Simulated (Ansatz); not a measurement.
## LiF (Griceite, Fm-3m): the dielectric response against the k mesh

Aim: how dense a k mesh do ε∞ and the zone-centre modes of LiF (Griceite, Fm-3m) need?

Calculated with Ansatz 0.2.0; DFT LDA, scalar-relativistic, plane waves, PAW; PAW set soft_1.

## (1) The structure

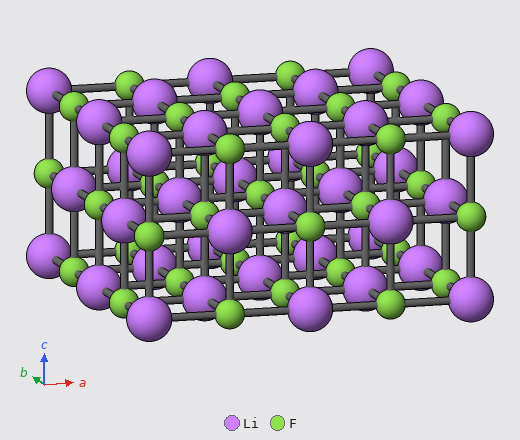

The starting structure, seen slightly off an axis (lithium purple, fluorine green). 2×2×1 cells are drawn. This picture shows the conventional cell, with its axes. Some periodic images of atoms are drawn too.

As a file:

```cif
data_structure
_symmetry_space_group_name_H-M 'Fm-3m'
_symmetry_Int_Tables_number 225
_cell_length_a 4.0280
_cell_length_b 4.0280
_cell_length_c 4.0280
_cell_angle_alpha 90.000
_cell_angle_beta 90.000
_cell_angle_gamma 90.000
_cell_volume 65.35
loop_
_atom_site_label
_atom_site_type_symbol
_atom_site_symmetry_multiplicity
_atom_site_Wyckoff_symbol
_atom_site_fract_x
_atom_site_fract_y
_atom_site_fract_z
_atom_site_occupancy
Li1 Li 4 a 0.00000 0.00000 0.00000 1
F1 F 4 b 0.50000 0.00000 0.00000 1
```

## (2) Bringing the structure to rest

Harmonic phonons are second derivatives at a point where the forces vanish, and they are wanted at zero stress, so atoms and cell are relaxed first.

The input, input.yaml:

```yaml
crystal:
  lattice:
    - [0.0, 2.014, 2.014]
    - [2.014, 0.0, 2.014]
    - [2.014, 2.014, 0.0]
  atoms:
    - { symbol: Li, position: [0.0, 0.0, 0.0] }
    - { symbol: F, position: [0.5, 0.5, 0.5] }
kpoints:
  mp_grid: { grid: [10, 10, 10] }
hamiltonian:
  xc: lda
  pseudopotentials: { kind: paw, azcp: { folder: soft_1 }, xc_functional: pbe }
scf:
  occupations: { method: gaussian, width: 0.02 }
output:
  forces: true
  stress: true
  eigenvalues: true
relax:
  adjacent_minimum: "off"
  f_tol: 0.005
  max_steps: 80
  cell: { stress_tol: 0.05 }
```

The run is started by

```
$ ansatz run input.yaml --threads 4 --pin off --max-ram 10240MiB --backend cpu --events-out ev --progress --plain --runs-dir out
```

Numbers of over 12 decimals in the logs are rounded to 6 here.

What it wrote:

```text
Engine: ansatz 0.2.0, x86_64-unknown-linux-gnu
Pseudopotentials: kind: paw
Pseudopotential: Li, paw, valence charge 3, recommended cutoff 420 eV (normal), soft_1/Li.paw.azcp
Pseudopotential: F, paw, valence charge 7, recommended cutoff 420 eV (normal), soft_1/F.paw.azcp
Functional definition: SPW92
  exchange = slater_x
  correlation = pw_c
Crystal: 2 atoms, lattice volume = 16.338 Å³
Basis set: ecut = 420 eV, 331 PW (Γ)
Bands: 9, of which v1, the nominal top of the filled ones, is band 5 counted from 1 (4 counted from 0)
Symmetry: 48 space group operations
Space group: Fm-3m (ITA 225), of the structure as read, at distance tolerance 2.5e-5 Å
k-points: 47 of 1000
Non-local potential: Li, projectors of the file, l = 0: 3, l = 1: 2, l = 2: 1
Non-local potential: F, projectors of the file, l = 0: 2, l = 1: 2, l = 2: 1
PAW form: soft (Blöchl's): semilocal exchange-correlation on the pseudo side does not see the compensation charge
PAW frozen core: F, regenerated for the run's functional, and the local potential with it (the file was generated under x = pbe(κ = 0.804, μ = 0.219515), c = pbe(β = 0.066725))
PAW one-centre angular grid: Li, 110 points (default); XC on 64 Gauss nodes
PAW one-centre angular grid: F, 110 points (default); XC on 64 Gauss nodes
Initial density: superposition of atomic densities (chi_scale 0.1, normalization cell, long waves kept (reshape's long-wave potential 0.00 eV rms))
Initial wavefunctions: pseudopotential atomic-orbital guess
Functional: x = slater, c = lda
SCF iter   1: F=—  HF=-998.658595 eV  |F-HF|=—  |Δ(HF+E_count)|=         —  Δρ=6.37e-2  dr2=3.76e-1  ethr=3.10e-3  ⟨swp⟩=4.6  Hψ=2627  notcnv=0
preconditioner: auto → none  [insulator: Δε(μ)=8.155 eV  Ē_g=21.568 eV  σ=0.020 eV  W_gap=1.00  n_scr=0 (ndim 8)  ℏωp=26.0 eV  f_vac=0.000  D(μ)=0.00/eV (n_scr^D=0)  ε∞_Penn≈2.5]
SCF iter   2: F=—  HF=-998.670877 eV  |F-HF|=—  |Δ(HF+E_count)|=   1.23e-2  Δρ=3.42e-2  dr2=9.34e-2  ethr=3.10e-3  ⟨swp⟩=2.3  Hψ=1020  notcnv=0
SCF iter   3: F=—  HF=-998.671022 eV  |F-HF|=—  |Δ(HF+E_count)|=   1.45e-4  Δρ=1.43e-2  dr2=1.76e-2  ethr=9.34e-4  ⟨swp⟩=2.4  Hψ=749  notcnv=0
SCF iter   4: F=—  HF=-998.671223 eV  |F-HF|=—  |Δ(HF+E_count)|=   2.01e-4  Δρ=6.54e-4  dr2=3.65e-5  ethr=1.76e-4  ⟨swp⟩=2.5  Hψ=731  notcnv=0
SCF iter   5: F=—  HF=-998.671245 eV  |F-HF|=—  |Δ(HF+E_count)|=   2.18e-5  Δρ=3.32e-5  dr2=5.08e-8  ethr=1.00e-9  ⟨swp⟩=4.2  Hψ=2290  notcnv=0
SCF iter   6: F=-998.671245 eV  HF=-998.671245 eV  |F-HF|=1.65e-9  |Δ(HF+E_count)|=   1.02e-7  Δρ=5.92e-6  dr2=3.67e-9  ethr=5.08e-10  ⟨swp⟩=4.1  Hψ=1792  notcnv=0
SCF 1 converged in 6 iterations: F = -998.671245 eV  dr2 = 3.67e-9
  greatest PAW one-centre occupation: 1.000 electrons in one spin orbital (limit 2), on the Li atom at site 0 (counted from 0), in its partial waves of l = 0
relax step   1: F+E_penalty+E_count = -998.67124471 eV  Δ(F+E_penalty+E_count) = +0.000e0 eV  max|allowed force component| = 1.065e-28 eV/Å  Δτ_max = 0.0000 Å  P = -6.534 GPa  Ω = 16.338 Å³  (6 SCF iters, dr2 threshold 1.00e-7 eV, accepted)
Crystal: 2 atoms, lattice volume = 15.889 Å³
Initial density: handed on by an earlier stage of this run
Initial wavefunctions: those handed on with the density
iter 1 solved again at ethr=1.78e-6 eV; its pass at ethr=3.10e-3 eV (dr2=1.78e-4 eV) is discarded
SCF iter   1: F=—  HF=-998.688834 eV  |F-HF|=—  |Δ(HF+E_count)|=         —  Δρ=1.81e-3  dr2=1.94e-4  ethr=1.78e-6  ⟨swp⟩=1.1  Hψ=3455  notcnv=0
preconditioner: auto → none  [insulator: Δε(μ)=9.094 eV  Ē_g=22.504 eV  σ=0.020 eV  W_gap=1.00  n_scr=0 (ndim 8)  ℏωp=26.3 eV  f_vac=0.000  D(μ)=0.00/eV (n_scr^D=0)  ε∞_Penn≈2.4]
SCF iter   2: F=—  HF=-998.688775 eV  |F-HF|=—  |Δ(HF+E_count)|=   5.96e-5  Δρ=5.83e-4  dr2=3.45e-5  ethr=1.78e-6  ⟨swp⟩=2.7  Hψ=622  notcnv=0
SCF iter   3: F=—  HF=-998.688766 eV  |F-HF|=—  |Δ(HF+E_count)|=   8.16e-6  Δρ=3.71e-4  dr2=8.60e-6  ethr=3.45e-7  ⟨swp⟩=2.1  Hψ=633  notcnv=0
SCF iter   4: F=-998.688765 eV  HF=-998.688765 eV  |F-HF|=7.45e-9  |Δ(HF+E_count)|=   1.57e-6  Δρ=2.40e-5  dr2=2.68e-8  ethr=2.00e-9  ⟨swp⟩=2.5  Hψ=1499  notcnv=0
SCF 2 converged in 4 iterations: F = -998.688765 eV  dr2 = 2.68e-8
relax step   2: F+E_penalty+E_count = -998.68876479 eV  Δ(F+E_penalty+E_count) = -1.752e-2 eV  max|allowed force component| = 1.482e-29 eV/Å  Δτ_max = 0.0000 Å  P = -4.626 GPa  Ω = 15.889 Å³  energy of the carried Pulay correction = +1.821e-3 eV  (4 SCF iters, dr2 threshold 2.00e-7 eV, accepted)
Crystal: 2 atoms, lattice volume = 14.897 Å³
Basis set: ecut = 420 eV, 283 PW (Γ)
iter 1 solved again at ethr=1.16e-5 eV; its pass at ethr=3.10e-3 eV (dr2=1.16e-3 eV) is discarded
SCF iter   1: F=—  HF=-998.706710 eV  |F-HF|=—  |Δ(HF+E_count)|=         —  Δρ=4.52e-3  dr2=1.18e-3  ethr=1.16e-5  ⟨swp⟩=1.0  Hψ=3488  notcnv=0
preconditioner: auto → none  [insulator: Δε(μ)=9.724 eV  Ē_g=23.228 eV  σ=0.020 eV  W_gap=1.00  n_scr=0 (ndim 8)  ℏωp=27.2 eV  f_vac=0.000  D(μ)=0.00/eV (n_scr^D=0)  ε∞_Penn≈2.4]
SCF iter   2: F=—  HF=-998.706352 eV  |F-HF|=—  |Δ(HF+E_count)|=   3.58e-4  Δρ=1.39e-3  dr2=1.90e-4  ethr=1.16e-5  ⟨swp⟩=2.6  Hψ=781  notcnv=0
SCF iter   3: F=—  HF=-998.706302 eV  |F-HF|=—  |Δ(HF+E_count)|=   4.91e-5  Δρ=8.61e-4  dr2=4.37e-5  ethr=1.90e-6  ⟨swp⟩=2.3  Hψ=621  notcnv=0
SCF iter   4: F=—  HF=-998.706295 eV  |F-HF|=—  |Δ(HF+E_count)|=   7.21e-6  Δρ=5.53e-5  dr2=1.24e-7  ethr=2.00e-9  ⟨swp⟩=3.5  Hψ=2317  notcnv=0
SCF iter   5: F=-998.706295 eV  HF=-998.706295 eV  |F-HF|=2.94e-10  |Δ(HF+E_count)|=   4.53e-8  Δρ=3.38e-6  dr2=8.48e-10  ethr=1.24e-9  ⟨swp⟩=4.1  Hψ=1890  notcnv=0
SCF 3 converged in 5 iterations: F = -998.706295 eV  dr2 = 8.48e-10
relax step   3: F+E_penalty+E_count = -998.70629510 eV  Δ(F+E_penalty+E_count) = -1.753e-2 eV  max|allowed force component| = 4.003e-29 eV/Å  Δτ_max = 0.0000 Å  P = +0.588 GPa  Ω = 14.897 Å³  energy of the carried Pulay correction = +6.030e-3 eV  (5 SCF iters, dr2 threshold 2.00e-7 eV, accepted)
[...]
relax step   4: F+E_penalty+E_count = -998.70601194 eV  Δ(F+E_penalty+E_count) = +2.832e-4 eV  max|allowed force component| = 1.162e-29 eV/Å  Δτ_max = 0.0000 Å  P = -0.046 GPa  Ω = 15.002 Å³  energy of the carried Pulay correction = +5.569e-3 eV  (4 SCF iters, dr2 threshold 2.00e-7 eV, accepted)
[...]
relax step   5: F+E_penalty+E_count = -998.70258130 eV  Δ(F+E_penalty+E_count) = +3.431e-3 eV  max|allowed force component| = 8.480e-30 eV/Å  Δτ_max = 0.0000 Å  P = -0.517 GPa  Ω = 15.002 Å³  stress off target by 5.17e-1 GPa  SCF on the basis re-selected at this cell (its energy is not comparable with the rows above)  (5 SCF iters)
[...]
relax step   6: F+E_penalty+E_count = -998.70309017 eV  Δ(F+E_penalty+E_count) = -5.089e-4 eV  max|allowed force component| = 6.377e-29 eV/Å  Δτ_max = 0.0000 Å  P = +0.009 GPa  Ω = 14.916 Å³  energy of the carried Pulay correction = +3.711e-4 eV  (4 SCF iters, dr2 threshold 2.00e-7 eV, accepted)
iter 1 solved again at ethr=5.33e-6 eV; its pass at ethr=3.10e-3 eV (dr2=5.33e-4 eV) is discarded
SCF iter   1: F=—  HF=-998.702715 eV  |F-HF|=—  |Δ(HF+E_count)|=         —  Δρ=7.26e-5  dr2=1.16e-7  ethr=5.33e-6  ⟨swp⟩=1.7  Hψ=3444  notcnv=0
eigensolver tolerance schedule: the retry pair's looser diagonalisation over-reported the residual by 4603.39 of it (diagonalisation noise at an unbounded share of the residual, at the tolerance the schedule requests for it); recorded, not acted on — ethr = c·dr2/N_el stays at c = 1.0e-1
preconditioner: auto → none  [insulator: Δε(μ)=9.707 eV  Ē_g=23.209 eV  σ=0.020 eV  W_gap=1.00  n_scr=0 (ndim 8)  ℏωp=27.2 eV  f_vac=0.000  D(μ)=0.00/eV (n_scr^D=0)  ε∞_Penn≈2.4]
SCF iter   2: F=—  HF=-998.702714 eV  |F-HF|=—  |Δ(HF+E_count)|=   1.24e-6  Δρ=2.79e-5  dr2=3.06e-8  ethr=1.16e-9  ⟨swp⟩=2.0  Hψ=615  notcnv=0
SCF iter   3: F=—  HF=-998.702714 eV  |F-HF|=—  |Δ(HF+E_count)|=   3.98e-9  Δρ=1.41e-5  dr2=4.18e-9  ethr=3.06e-10  ⟨swp⟩=2.0  Hψ=547  notcnv=0
SCF iter   4: F=-998.702714 eV  HF=-998.702714 eV  |F-HF|=9.21e-12  |Δ(HF+E_count)|=  7.75e-10  Δρ=8.71e-7  dr2=1.91e-11  ethr=1.00e-12  ⟨swp⟩=3.3  Hψ=1689  notcnv=0
SCF 7 converged in 4 iterations: F = -998.702714 eV  dr2 = 1.91e-11
relax step   7: F+E_penalty+E_count = -998.70271368 eV  Δ(F+E_penalty+E_count) = +3.765e-4 eV  max|allowed force component| = 7.639e-29 eV/Å  Δτ_max = 0.0000 Å  P = -0.021 GPa  Ω = 14.916 Å³  stress off target by 2.14e-2 GPa  SCF on the basis re-selected at this cell (its energy is not comparable with the rows above)  (4 SCF iters)
basis re-selected at this cell: Δ(F+E_penalty+E_count) = +3.765e-4 eV, ΔP = -0.030 GPa vs the last step (what re-selecting the basis moved, of the pressure what is left beyond the Pulay correction that the steps carried, after the strain that the cell walked since its last selection, with what the two solves' SCF thresholds leave and, on support functions, any second-order correction that the steps lacked; it is no m [...]
SCF converged after 4 iterations
Free energy (F): -998.702714 eV
Harris-Foulkes:  -998.702714 eV  (|F-HF|=9.21e-12)
Internal energy: -998.702714 eV  (E = F + TS)
E sigma→0 (E₀):  -998.702714 eV
Fermi energy:    6.172737 eV
--- Per-component energies (eV) ---
  E_band       = -112.408797
  E_kinetic    = 215.530904
  E_local      = -625.402164  (includes V_loc(G=0)·N_el)
  E_nonlocal   = 70.477206
  E_hartree    = 214.247893
  E_xc         = -85.522342
  E_vxc        = -110.865273  (∫ρ·V_xc dr)
  E_paw        = -213.840376  (= ΣΔE_a)
  E_vpaw       = -90.646241  (= ΣTr[D̂ρ^β])
  E_aug_tail   = 0.001029  (compensation charges beyond the density's cutoff)
  E_ewald      = -574.308116
  E_core_change = 0.113252  (= ΣΔE_core)
  E_smearing   = -0.000000  (= −TS)
  E_closure    = -0.000000  (closes the sum)
  Σ components = -998.702714   (vs F -998.702714, Δ=0.00e0)
--- Forces (eV/Å), atoms counted from 1 ---
  atom   1  Li    -0.00000000    -0.00000000     0.00000000
  atom   2  F      0.00000000     0.00000000     0.00000000
  max |Σ_I F_I| component: 1.50e-28 eV/Å
--- Stress (GPa, compression-positive) ---
       -0.021361      -0.000000      -0.000000
       -0.000000      -0.021361       0.000000
       -0.000000      -0.000000      -0.021361
  P = ⅓ Tr σ = -0.0214 GPa (-0.214 kbar)
--- Band table (eV; the first three rows and the last of 47) ---
  k-point 0: bands = ["-38.2259", "-18.5188", "1.3190", "1.3190", "1.3190", "11.0265", "25.9459", "25.9459", "25.9459"]
  k-point 1: bands = ["-38.2162", "-18.4746", "0.9960", "1.2920", "1.2920", "11.3056", "23.0202", "24.5563", "24.5563"]
  k-point 2: bands = ["-38.1909", "-18.3549", "0.2194", "1.2236", "1.2236", "11.8885", "20.5056", "22.9567", "22.9567"]
  k-point 46: bands = ["-38.0976", "-17.6873", "-1.4827", "-0.7631", "0.3913", "16.6374", "16.8464", "19.2451", "21.5291"]
--- Relaxed structure (5 steps of the walk, 5 accepted, 2 SCFs on fresh bases) ---
  F+E_penalty+E_count = -998.70271368 eV   max|allowed force component| = 7.639e-29 eV/Å   (the final SCF, on the basis selected at the relaxed cell)
  cell:  # Å, volume = 14.9157 Å³
    - [0, 1.953758, 1.953758]
    - [1.953758, 0, 1.953758]
    - [1.953758, 1.953758, 0]
  atoms:
    - { symbol: Li, position: [0, 0, 0] }
    - { symbol: F, position: [0.500000, 0.500000, 0.500000] }
```

Wall time 2 s (4 threads of AMD EPYC 7B13 (Zen 3), shared host); peak memory 0.33 GiB.

Step by step:

```csv
step,energy less that of the first step (eV),largest force component (eV/Å),pressure (GPa),volume (Å³)
1,0.0000,0.0000,-6.53,16.34
2,-0.0175,0.0000,-4.63,15.89
3,-0.0350,0.0000,0.59,14.90
4,-0.0348,0.0000,-0.05,15.00
5*,-0.0313,0.0000,-0.52,15.00
6,-0.0318,0.0000,0.01,14.92
7*,-0.0315,0.0000,-0.02,14.92
```

Relaxation steps marked * repeat the geometry before them on a plane-wave basis chosen anew for their cell, so energy and pressure can jump there.

The run keeps the 48 symmetry operations that it works with, so distortions that break them were not tested.

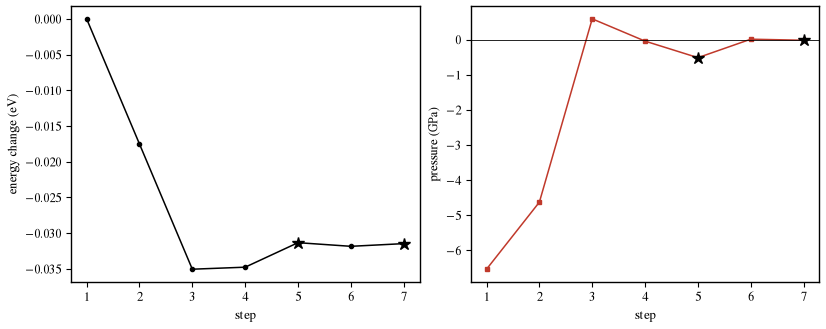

Energy and pressure along the relaxation. Stars mark steps on a basis chosen anew.

```csv
"conventional cell, symmetrised",before,after,change
a (Å),4.028,3.908,-3.0 %
b (Å),4.028,3.908,-3.0 %
c (Å),4.028,3.908,-3.0 %
volume (Å³/atom),8.17,7.46,-8.7 %
```

Final coordinates:

```xyz
2
Lattice="0.0000 1.9538 1.9538 1.9538 0.0000 1.9538 1.9538 1.9538 0.0000" Properties=species:S:1:pos:R:3 pbc="T T T"
Li    0.0000    0.0000    0.0000
F     1.9538    1.9538    1.9538
```

This step gave:

```
pressure          : -0.02136 GPa
gap on the k-mesh : 9.707 eV
volume per atom   : 7.458 Å³
```

In this step the volume went from 8.17 to 7.46 Å³/atom.

## (3) Relaxation

The relaxation is repeated from its end on the same settings, as a check that it has come to rest.

input.yaml, as its differences from that of step 2:

```diff
@@ -2,5 +2,5 @@
   lattice:
-    - [0.0, 2.014, 2.014]
-    - [2.014, 0.0, 2.014]
-    - [2.014, 2.014, 0.0]
+    - [0.0, 1.9537581956, 1.9537581956]
+    - [1.9537581956, 0.0, 1.9537581956]
+    - [1.9537581956, 1.9537581956, 0.0]
   atoms:
```

What it wrote:

```text
[...]
Crystal: 2 atoms, lattice volume = 14.916 Å³
Basis set: ecut = 420 eV, 283 PW (Γ)
Bands: 9, of which v1, the nominal top of the filled ones, is band 5 counted from 1 (4 counted from 0)
Symmetry: 48 space group operations
[...]
k-points: 47 of 1000
[...]
P = ⅓ Tr σ = -0.0214 GPa (-0.214 kbar)
--- Band table (eV; the first three rows and the last of 47) ---
[...]
--- Relaxed structure (1 steps of the walk, 1 accepted, 1 SCFs on fresh bases) ---
[...]
cell:  # Å, volume = 14.9157 Å³
    - [0.0, 1.9537581956, 1.9537581956]
    - [1.9537581956, 0.0, 1.9537581956]
    - [1.9537581956, 1.9537581956, 0.0]
  atoms:
    - { symbol: Li, position: [0.0, 0.0, 0.0] }
    - { symbol: F, position: [0.500000, 0.500000, 0.500000] }
[key lines of the parts left out:]
SCF converged after 4 iterations
Free energy (F): -998.702714 eV
Fermi energy:    6.172737 eV
```

The job ended after 1.4 s (4 threads; peak memory 0.32 GiB; 2.2 s of CPU time).

Little changed from the start: no atom moved by 0.005 Å and no cell edge by 0.1 %.

This step gave:

```yaml
pressure: -0.02135 GPa
```

In this step the volume went from 7.46 to 7.46 Å³/atom.

## (4) Tight relaxation

Phonons need small forces and stress, so the relaxation is finished with tight tolerances on 12×12×12 k points.

input.yaml, the sections that differ from step 3:

```yaml
kpoints:
  mp_grid: { grid: [12, 12, 12] }
scf:
  occupations: { method: fixed }
relax:
  adjacent_minimum: "off"
  f_tol: 0.001
  max_steps: 60
  cell: { stress_tol: 0.01 }
# crystal, hamiltonian, output: as in step 3
```

What it wrote:

```text
[...]
Crystal: 2 atoms, lattice volume = 14.916 Å³
Basis set: ecut = 420 eV, 283 PW (Γ)
Bands: 9, of which v1, the nominal top of the filled ones, is band 5 counted from 1 (4 counted from 0)
Symmetry: 48 space group operations
[...]
k-points: 72 of 1728
[...]
-0.000000      -0.000000      -0.003896
  P = ⅓ Tr σ = -0.0039 GPa (-0.039 kbar)
--- Band table (eV; the first three rows and the last of 72) ---
[...]
--- Relaxed structure (3 steps of the walk, 3 accepted, 1 SCFs on fresh bases) ---
[...]
cell:  # Å, volume = 14.9126 Å³
    - [0, 1.953626, 1.953626]
    - [1.953626, 0.0, 1.953626]
    - [1.953626, 1.953626, 0]
  atoms:
    - { symbol: Li, position: [0, 0, 0] }
    - { symbol: F, position: [0.5, 0.5, 0.5] }
[key lines of the parts left out:]
SCF converged after 5 iterations
Free energy (F): -998.702733 eV
Fermi energy:    1.321657 eV
```

Wall time 1.1 s (4 threads); peak memory 0.32 GiB; 3.1 s of CPU time.

Little changed from the start: no atom moved by 0.005 Å and no cell edge by 0.1 %.

This step gave:

```
pressure          : -0.003896 GPa
gap on the k-mesh : 9.709 eV
volume per atom   : 7.456 Å³
```

The forces vanish by symmetry and the pressure is -0.004 GPa, within the tolerances set. The cell now holds 7.46 Å³/atom.

(Part 1 of 2 ends here.)

[Logs are printed without paths, hosts, clocks, repeated set-up lines and the standing remarks that a program may print on its own settings, such as how far it seeks lower states.]

[Hosts, paths, dates, database ids (printed as entryN), source tags and the programs' standing remarks are cut or masked in the printed files.]
